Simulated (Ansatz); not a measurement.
# C₂H₂FGa: small, medium and large basis sets

Aim: see how fast density functionals converge with the basis set for C₂H₂FGa.

The runs use Ansatz 0.2.0, Gaussian basis; one geometry, several basis sets.

Plan: PBE0-D4/def2-SVP; ωB97M-V/def2-SVP; PBE0-D4/def2-QZVPP; ωB97M-V/def2-QZVPP; the functionals' def2-TZVPP values are taken from earlier runs.

## (1) The relaxed structure

The geometry comes from an earlier relaxation with PBE0-D4 in a triple-zeta def2 set; it is a stationary point.

6 atoms, charge 0, spin multiplicity 1.

Atoms are counted from 1 here; the program's logs count them from 0.

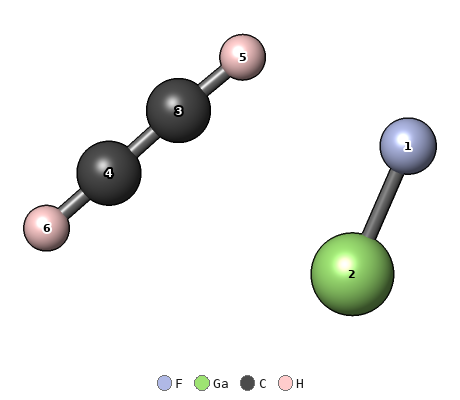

The geometry (fluorine light blue, gallium green, carbon dark grey, hydrogen pink); atoms are numbered from 1 in the order of the file.

## (2) PBE0-D4 in def2-SVP

Contents of in.yaml:

```yaml
crystal:
  periodic: [false, false, false]
  atoms:
    - {symbol: F, position_ang: [-0.223366, -2.323813, 0.540829]}
    - {symbol: Ga, position_ang: [-0.911584, -1.105785, 1.681981]}
    - {symbol: C, position_ang: [0.426569, 0.292098, -0.767250]}
    - {symbol: C, position_ang: [0.168744, 1.397279, -0.379676]}
    - {symbol: H, position_ang: [0.636120, -0.707654, -1.076099]}
    - {symbol: H, position_ang: [-0.054483, 2.383875, -0.045885]}
basis:
  gaussian: {orbitals: def2-SVP}
hamiltonian: {xc: pbe0, dispersion: d4}
output: {orbitals: {seedname: orbitals}}
```

Command:

```
$ ansatz run in.yaml --threads 2 --pin off --events-out ev --progress --plain --max-ram 4352MiB
```

Further steps of the session: ωB97M-V in def2-SVP; PBE0-D4 in def2-QZVPP; ωB97M-V in def2-QZVPP.

Q: Predict the results of all the runs planned. Wanted: PBE0-D4: double and triple zeta above quadruple; ωB97M-V: double and triple zeta above quadruple.

The runs gave:

| quantity | value |
| --- | --- |
| PBE0-D4: double and triple zeta above quadruple | 14.03, 1.46 eV |
| ωB97M-V: double and triple zeta above quadruple | 14.14, 1.41 eV |

For PBE0-D4 the step from double to triple zeta gains 12.56 eV and the next only 1.46 eV. These are total energies; as a rule much of such shifts cancels in differences, which this series doesn't test.
